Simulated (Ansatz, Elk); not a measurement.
# LaCr: X-ray structure factors from the self-consistent density

Structure refinements treat a crystal as free atoms side by side. For a made-up structure of LaCr (cell and positions from a PBEsol relaxation) the runs below show what the calculated density changes in F(hkl).

Main program and level: Elk 11.2.3 (patched build); DFT, PBE, all-electron APW+lo, Dirac cores, scalar-relativistic bands, static density, ferromagnetic start.

The structure was built from a prototype and need not be the compound's stable phase.

## Step 1: The structure

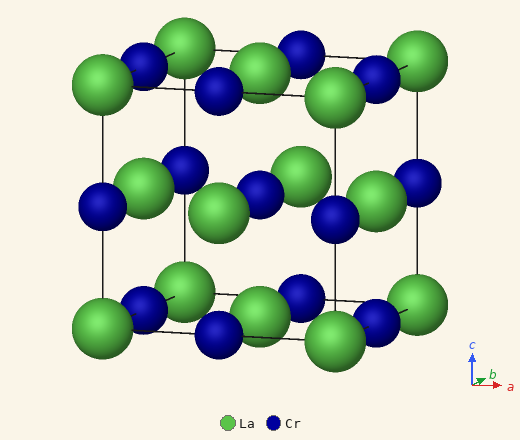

The starting structure, seen slightly off an axis (lanthanum green, chromium blue). This picture shows the conventional cell, with its axes. Some periodic images of atoms are drawn too.

## Step 2: Ground state and structure factors

An all-electron density is needed, since X-rays see the cores too. Task 0 finds the density and task 195 Fourier-transforms it; tshift is off so that phases refer to the origin typed.

elk.in

```
tasks
  0
  195
  196

xctype
  20

spinpol
  .true.

rgkmax
  7.0

gmaxvr
  14.0

lmaxo
  7

lmaxapw
  8

swidth
  0.002

tshift
  .false.

ramdisk
  .false.

hmaxvr
  5.5

maxscl
  120

epspot
  1e-06

reducebf
  0.8

sppath
  './'

avec
  0.00000000000 5.72328006397 5.72328006397
  5.72328006397 -0.00000000000 5.72328006397
  5.72328006397 5.72328006397 -0.00000000000

atoms
  2
  'La.in'
  1
  -0.0000000000 0.0000000000 0.0000000000   0.000000 0.000000 0.000000
  'Cr.in'
  1
  0.5000000000 0.5000000000 0.5000000000   0.000000 0.000000 -0.180000

ngridk
  6 6 6
```

Launch:

```console
$ OMP_NUM_THREADS=4 elk
```

Numbers of over 12 decimals in the logs are rounded to 6 here.

The log of the run:

```text
┌─────────────────────────┐
│ Elk code version 11.2.3 │
└─────────────────────────┘

All units are atomic (Hartree, Bohr, etc.)

┌─────────────────────────────────────────────────┐
│ Ground-state run starting from atomic densities │
└─────────────────────────────────────────────────┘

Lattice vectors :
   0.000000000       5.723280064       5.723280064
   5.723280064      -0.000000000       5.723280064
   5.723280064       5.723280064      -0.000000000

Reciprocal lattice vectors :
 -0.5489147165      0.5489147165      0.5489147165
  0.5489147165     -0.5489147165      0.5489147165
  0.5489147165      0.5489147165     -0.5489147165

Unit cell volume      :    374.9427760
Brillouin zone volume :   0.6615681894

Muffin-tin inner radius fraction :   0.1000000000E-01

Nuclei treated as point charges

Species : 1 (La)
 parameters loaded from : La.in
 name : lanthanum
 nuclear charge    :   -57.00000000
 electronic charge :    57.00000000
 atomic mass :    253209.2366
 muffin-tin radius :    2.800000000
 number of radial points in muffin-tin :   1393
 inner part over the whole radius :   0.9924947902E-02
 number on inner part of muffin-tin    :    996
 approximate nuclear radius :   0.9226798129E-04
 number of mesh points to nuclear radius :    505
 atomic positions (lattice), magnetic fields (Cartesian) :
  1 :   0.00000000  0.00000000  0.00000000    0.00000000  0.00000000  0.00000000

Species : 2 (Cr)
 parameters loaded from : Cr.in
 name : chromium
 nuclear charge    :   -24.00000000
 electronic charge :    24.00000000
 atomic mass :    94783.09202
 muffin-tin radius :    2.400000000
 number of radial points in muffin-tin :    993
 inner part over the whole radius :   0.9857795597E-02
 number on inner part of muffin-tin    :    699
 approximate nuclear radius :   0.6987106690E-04
 number of mesh points to nuclear radius :    328
 atomic positions (lattice), magnetic fields (Cartesian) :
  1 :   0.50000000  0.50000000  0.50000000    0.00000000  0.00000000 -0.18000000

Total number of atoms per unit cell :    2
Total muffin-tin volume :    149.8581584
 ratio of muffin-tin to unit cell volume :   0.3996827462

Spin treatment :
 spin-polarised
 global magnetic field (Cartesian) :    0.000000000       0.000000000       0.000000000
 collinear magnetisation in z-direction

Number of Bravais lattice symmetries :   48
Number of crystal symmetries         :   48
Crystal has inversion symmetry
Real symmetric eigensolver will be used

k-point grid :      6     6     6
k-point offset :    0.000000000       0.000000000       0.000000000
k-point set is reduced with full crystal symmetry group
Total number of k-points :       16

Muffin-tin radius times maximum |G+k| :    7.000000000
 using average radius
Maximum |G+k| for APW functions       :    2.692307692
Maximum (1/2)|G+k|²                   :    3.624260355
Maximum |G| for potential and density :    14.00000000
Constant for pseudocharge density :   10
 order of it for each species :   17  17
 order of it for pair densities of each species (exact exchange by exxq0 0: 18) :   11   8
Radial integration step length :    1

G-vector grid sizes :     40    40    40
Number of G-vectors :    17261

Maximum angular momentum used for
 APW functions            :    8
 outer part of muffin-tin :    7
 inner part of muffin-tin :    2

Total nuclear charge    :   -81.00000000
Total core charge       :    56.00000000
Total valence charge    :    25.00000000
Total excess charge     :    0.000000000
Total electronic charge :    81.00000000

Effective Wigner radius, rₛ :    1.033864891

Number of empty states         :     24
Total number of valence states :     74
Total number of core states    :     56

Third-order local-orbitals added for an l without core states : T
Total number of local-orbitals :     36

Exchange-correlation functional :     20     0     0
 Perdew-Burke-Ernzerhof, Phys. Rev. Lett. 77, 3865 (1996)
 gradient requirement :    1
 generalised gradient approximation (GGA)

Smearing type :    3
[...]
atom 1                    :   0.1207746940
  species : 2 (Cr)
   atom 1                    :    1.646842741
 total in muffin-tins        :    1.767617435
 total moment                :    2.030425345

RMS change in Kohn-Sham potential (target) :    3.331872881     (  0.1000000000E-05)
Absolute change in total energy (target)   :   0.3812401645     (  0.1000000000E-03)

[... loops 3 to 18 left out ...]

┌──────────────────┐
│ Loop number : 19 │
└──────────────────┘

Energies :
 Fermi                       :     0.257241
 sum of occupied eigenvalues :     -5858.1294267677
 electron kinetic            :      10156.720124946
 core electron kinetic       :      10002.497740252
 Coulomb                     :     -19452.186917259
 Coulomb potential           :     -15684.864237543
 nuclear-nuclear             :     -896.27828700460
 electron-nuclear            :     -21445.083676160
 Hartree                     :      2889.1750459057
 Madelung                    :     -11609.754798487
 xc potential                :     -329.75614077910
 xc effective B-field        :    -0.229137
 external B-field            :      0.000000
 exchange                    :     -248.81738116586
 correlation                 :     -4.186461
 electron entropic           :    -0.96366585561821E-03
 total energy                :     -9548.4715982157
 (external B-field energy excluded from total)

Density of states at Fermi energy :    74.73643222
 (states/Hartree/unit cell)

Estimated indirect band gap :   0.7217910381E-03
 from k-point 15 to k-point 5
Estimated direct band gap   :   0.1087881042E-01
 at k-point 2

Charges :
 core                        :    56.00000000
 valence                     :    25.00000000
 interstitial                :    3.706813532
 muffin-tins (core leakage)
  species : 1 (La)
   atom 1                    :    54.66509356     (  0.2198373785E-03)
  species : 2 (Cr)
   atom 1                    :    22.62809291     ( -0.2234889376E-06)
 total in muffin-tins        :    77.29318647
 total calculated charge     :    80.99945759
 total charge                :    81.00000000
 error                       :   0.5424129842E-03

Moments :
 interstitial                :   0.2839722161
 muffin-tins
  species : 1 (La)
   atom 1                    :   0.2048704761E-01
  species : 2 (Cr)
   atom 1                    :    3.517464261
 total in muffin-tins        :    3.537951308
 total moment                :    3.821923525

RMS change in Kohn-Sham potential (target) :   0.6818888222E-06 (  0.1000000000E-05)
Absolute change in total energy (target)   :   0.1121554851E-04 (  0.1000000000E-03)

Convergence targets achieved

┌──────────────────┐
│ Loop number : 20 │
└──────────────────┘

Energies :
 Fermi                       :     0.257240
 sum of occupied eigenvalues :     -5858.1294320639
 electron kinetic            :      10156.720115129
 core electron kinetic       :      10002.497737350
 Coulomb                     :     -19452.186920741
 Coulomb potential           :     -15684.864246321
 nuclear-nuclear             :     -896.27828700460
 electron-nuclear            :     -21445.083672691
 Hartree                     :      2889.1750389552
 Madelung                    :     -11609.754797580
 xc potential                :     -329.75613168932
 xc effective B-field        :    -0.229131
 external B-field            :      0.000000
 exchange                    :     -248.81737744035
 correlation                 :     -4.186461
 electron entropic           :    -0.96370511440127E-03
 total energy                :     -9548.4716082220
 (external B-field energy excluded from total)

Density of states at Fermi energy :    74.74029691
 (states/Hartree/unit cell)

Estimated indirect band gap :   0.7193122483E-03
 from k-point 15 to k-point 5
Estimated direct band gap   :   0.1087807046E-01
 at k-point 2

Charges :
 core                        :    56.00000000
 valence                     :    25.00000000
 interstitial                :    3.706812963
 muffin-tins (core leakage)
  species : 1 (La)
   atom 1                    :    54.66509428     (  0.2198373701E-03)
  species : 2 (Cr)
   atom 1                    :    22.62809276     ( -0.2234886516E-06)
 total in muffin-tins        :    77.29318704
 total calculated charge     :    80.99945758
 total charge                :    81.00000000
 error                       :   0.5424194963E-03

Moments :
 interstitial                :   0.2839737540
 muffin-tins
  species : 1 (La)
   atom 1                    :   0.2048906842E-01
  species : 2 (Cr)
   atom 1                    :    3.517420737
 total in muffin-tins        :    3.537909805
 total moment                :    3.821883559

┌──────────────────────────────┐
│ Self-consistent loop stopped │
└──────────────────────────────┘

Warning : core states of species 1 leak from the muffin-tin :   0.2198373701E-03

Wrote STATE.OUT
```

Run time: 35 s. Hardware: 4 threads of Intel Xeon Platinum 8375C at 2.90GHz (Ice Lake), shared host; peak memory 0.29 GiB.

SFACRHO.OUT:

```text

h k l indices transformed by vhmat matrix:
   1.000000000       0.000000000       0.000000000    
   0.000000000       1.000000000       0.000000000    
   0.000000000       0.000000000       1.000000000    

      h      k      l  multipl.   |H|            Re(F)            Im(F)           |F|

      0      0      0      1   0.0000000       81.000000      0.25549726E-16   81.000000    
      1      0      0      8  0.95074818       28.954774      0.21802903E-14   28.954774    
      1      0      1      6   1.0978294       66.727666     -0.44510252E-14   66.727666    
     -1      0      1     12   1.5525653       59.965730      0.54371004E-14   59.965730    
      2      1      2     24   1.8205442       25.084657      0.94834588E-14   25.084657    
      0      2      0      8   1.9014964       55.240469     -0.17267926E-13   55.240469    
      2      0      2      6   2.1956589       51.706769     -0.68608191E-14   51.706769    
     -1     -3     -1     24   2.3926638       22.948354     -0.80408313E-14   22.948354    
      1      2      3     24   2.4548212       48.784951     -0.95957814E-14   48.784951    
      3      3      2     24   2.6891219       46.379632      0.31415335E-13   46.379632    
     -3      0     -2     24   2.8522445       21.610998     -0.27782257E-13   21.610998    
     -3      0      0      8   2.8522445       21.578953     -0.42689409E-14   21.578953    
      0     -2      2     12   3.1051305       42.568475      0.69666991E-14   42.568475    
     -1      2     -2     48   3.2474233       20.504716     -0.19829975E-13   20.504716    
      0     -3     -3      6   3.2934883       41.034956      0.75854728E-14   41.034956    
     -1     -4     -1     24   3.2934883       41.010610      0.44192309E-13   41.010610    
     -3     -4     -1     24   3.4716415       39.639780      0.97199977E-14   39.639780    
     -3      1      1     24   3.5994745       19.534149      0.15838659E-13   19.534149
```

Elk indexes on the primitive cell of elk.in and gives |H| = 4π sin θ/λ in inverse bohr. Below, one row stands for each form hkl of the conventional cell (m members, Friedel mates merged), F is for one primitive cell and the density is static (no thermal factor). Free-atom factors are Waasmaier and Kirfel's, and R is Σm||F|−|F'||/Σm|F|.

```
hkl   m  sin θ/λ (Å⁻¹)  abs F, DFT  neutral atoms   diff.
111   8          0.143      28.955         28.730  +0.225
200   6          0.165      66.728         67.004  -0.276
220  12          0.234      59.966         60.197  -0.231
311  24          0.274      25.085         24.871  +0.214
222   8          0.286      55.240         55.359  -0.119
400   6          0.330      51.707         51.681  +0.025
331  24          0.360      22.948         22.942  +0.006
420  24          0.369      48.785         48.757  +0.028
422  24          0.404      46.380         46.345  +0.034
511  24          0.429      21.611         21.645  -0.034
333   8          0.429      21.579         21.645  -0.066
440  12          0.467      42.569         42.524  +0.045
531  48          0.488      20.505         20.563  -0.058
600   6          0.495      41.035         40.961  +0.074
```

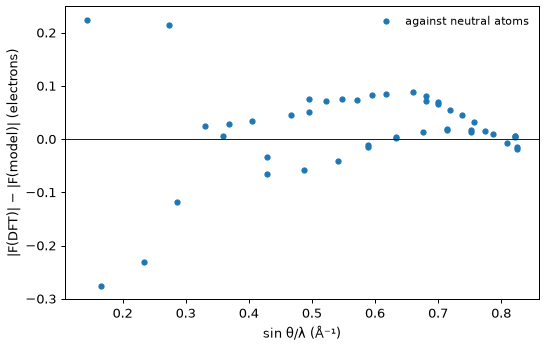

Difference between the calculated structure factors and the independent-atom ones.

## Step 3: The magnetisation density

The same run holds the spin density, and task 196 transforms it. The order is that of the start, and no other was tried.

SFACMAG_1.OUT:

```text

h k l indices transformed by vhmat matrix:
   1.000000000       0.000000000       0.000000000    
   0.000000000       1.000000000       0.000000000    
   0.000000000       0.000000000       1.000000000    

      h      k      l  multipl.   |H|            Re(F)            Im(F)           |F|

      0      0      0      1   0.0000000       3.8218837      0.56924157E-17   3.8218837    
      1      0      0      8  0.95074818      -2.8050495      0.29892642E-15   2.8050495    
      1      0      1      6   1.0978294       2.6386081     -0.55848122E-15   2.6386081    
     -1      0      1     12   1.5525653       1.7030742      0.57277892E-15   1.7030742    
      2      1      2     24   1.8205442      -1.3472915      0.87515897E-15   1.3472915    
      0      2      0      8   1.9014964       1.2357696     -0.15245813E-14   1.2357696    
      2      0      2      6   2.1956589       1.0732039     -0.49546860E-15   1.0732039    
     -1     -3     -1     24   2.3926638     -0.80969695     -0.51419305E-15  0.80969695    
      1      2      3     24   2.4548212      0.79560392     -0.57949543E-15  0.79560392    
      3      3      2     24   2.6891219      0.60994995      0.16532446E-14  0.60994995    
     -3      0     -2     24   2.8522445     -0.53355709     -0.12964358E-14  0.53355709    
     -3      0      0      8   2.8522445     -0.50433187     -0.19067557E-15  0.50433187    
      0     -2      2     12   3.1051305      0.38491733      0.24050592E-15  0.38491733    
     -1      2     -2     48   3.2474233     -0.33424154     -0.62637034E-15  0.33424154    
      0     -3     -3      6   3.2934883      0.35998117      0.24103012E-15  0.35998117    
     -1     -4     -1     24   3.2934883      0.29835411      0.12667654E-14  0.29835411
```

The total moment is 3.82 μB a cell; sphere moments: La1 +0.02, Cr2 +3.52 μB. Polarised neutrons measure spin and orbital magnetisation together; without spin-orbit coupling the run gives the spin part. With nearly all of the moment on one atom, abs F_M/F_M(0) is close to a form factor, set here beside ⟨j0⟩ of the free Cr2+ ion, taken for comparison since the valence isn't defined:

```
hkl  sin θ/λ (Å⁻¹)  abs F_M (μB)  F_M/F_M(0)   ⟨j0⟩
111          0.143         2.805       0.734  0.777
200          0.165         2.639       0.690  0.717
220          0.234         1.703       0.446  0.529
311          0.274         1.347       0.353  0.428
222          0.286         1.236       0.323  0.400
400          0.330         1.073       0.281  0.308
331          0.360         0.810       0.212  0.256
420          0.369         0.796       0.208  0.240
422          0.404         0.610       0.160  0.190
511          0.429         0.534       0.140  0.159
333          0.429         0.504       0.132  0.159
440          0.467         0.385       0.101  0.119
531          0.488         0.334       0.087  0.100
600          0.495         0.360       0.094  0.094
```

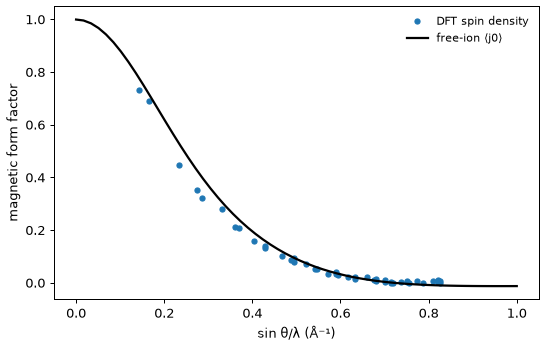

Magnetic form factor from the spin density.

## Step 4: The highest occupied states alone

An energy window below the Fermi level keeps the highest occupied states, to see at which angles they scatter; shallow core shells can lie inside it and anion s states outside. No new self-consistency is needed.

elk.in: that of step 2 with these lines changed.

```diff
@@ -1,5 +1,3 @@
 tasks
-  0
   195
-  196
 
@@ -44,2 +42,5 @@
 
+wsfac
+  -0.294000 0.557240
+
 sppath
```

Launch:

```console
$ OMP_NUM_THREADS=4 elk
```

The log of the run:

```text
┌─────────────────────────────────┐
│ Elk code version 11.2.3 started │
└─────────────────────────────────┘

Info(readinput): the functional depends on the density's gradient
 muffin-tin radial points multiplied by    2.00000
 (not where nrmtscf is given)

┌────────────────────┐
│ Current task : 195 │
└────────────────────┘

Info(sfacrho): density structure factors written to SFACRHO.OUT

 Energy window :  -0.2940000000      0.5572400000

┌──────────────────┐
│ Elk code stopped │
└──────────────────┘
```

Elapsed: 3.6 s, on 4 threads; peak memory 0.16 GiB.

States within 15 eV below the Fermi level hold 9.00 electrons; any levels below the window count with the cores. Their amplitudes can exceed the total, where window and core parts have opposite phase:

```
hkl  sin θ/λ (Å⁻¹)  abs F, window  abs F, all
111          0.143          3.055      28.955
200          0.165          3.022      66.728
220          0.234          1.975      59.966
311          0.274          1.453      25.085
222          0.286          1.467      55.240
400          0.330          1.172      51.707
331          0.360          0.949      22.948
420          0.369          0.922      48.785
422          0.404          0.743      46.380
511          0.429          0.611      21.611
```

[end of part 1 of 2]

[Logs are printed without paths, hosts, clocks, repeated set-up lines and the standing remarks that a program may print on its own settings, such as how far it seeks lower states.]

[Hosts, paths, dates, database ids (printed as entryN), source tags and the programs' standing remarks are cut or masked in the printed files.]
